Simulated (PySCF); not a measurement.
Consider C₃H₁₆Si₄.

```xyz
23

C    -4.4669   -0.8443    0.3971
C    -3.0867   -0.3747    0.8320
C    -2.0515   -0.4271   -0.2911
Si   -0.3142    0.1154    0.2192
Si    1.2075    0.0154   -1.5637
Si    3.2939    0.8077   -0.8442
Si    3.9745   -0.4632    1.0064
H    -4.4378   -1.8853    0.0363
H    -4.8588   -0.2219   -0.4233
H    -5.1900   -0.7979    1.2259
H    -2.7397   -0.9882    1.6819
H    -3.1543    0.6569    1.2195
H    -2.3705    0.2090   -1.1362
H    -1.9784   -1.4515   -0.6986
H     0.2027   -0.7650    1.3174
H    -0.3374    1.5180    0.7479
H     1.3648   -1.4070   -2.0118
H     0.7085    0.8144   -2.7296
H     3.1650    2.2428   -0.4337
H     4.3187    0.7182   -1.9330
H     4.0464   -1.9084    0.6265
H     2.9755   -0.3107    2.1091
H     5.3150   -0.0293    1.5082
```

Geometry: PBE0-D3(BJ)/def2-SVP.

Computed with wB97X-D/def2-SVPD, SCF density, gas phase (PySCF 2.14.0).

> What can the converged electron density and electron localisation function tell about the bonding?

C–C (1.52 Å): ρ at the midpoint is about 1.7 e/Å³; the ELF peaks at about 0.95 between the atoms (localised, covalent bonding).
C–Si (1.89 Å): ρ is about 0.94 e/Å³ halfway; the ELF peaks at about 0.95 between the atoms (a shared electron pair).
Si–Si (2.34 Å): ρ is about 0.63 e/Å³ halfway; the ELF peaks at about 1 between the atoms (a covalent bond).
C–H (1.10 Å): ρ at the midpoint is about 1.9 e/Å³; the ELF climbs to about 1 towards the hydrogen, as it does in any bond to H; a covalent bond by its length.

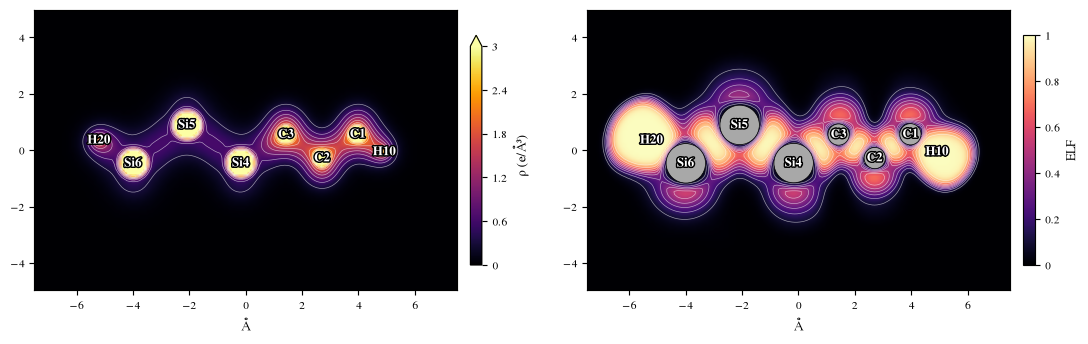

Computed electron density and electron localisation function on the plane of atoms Si5, Si6 and H20, in this order. Grey discs cover the atomic cores in the ELF map. 
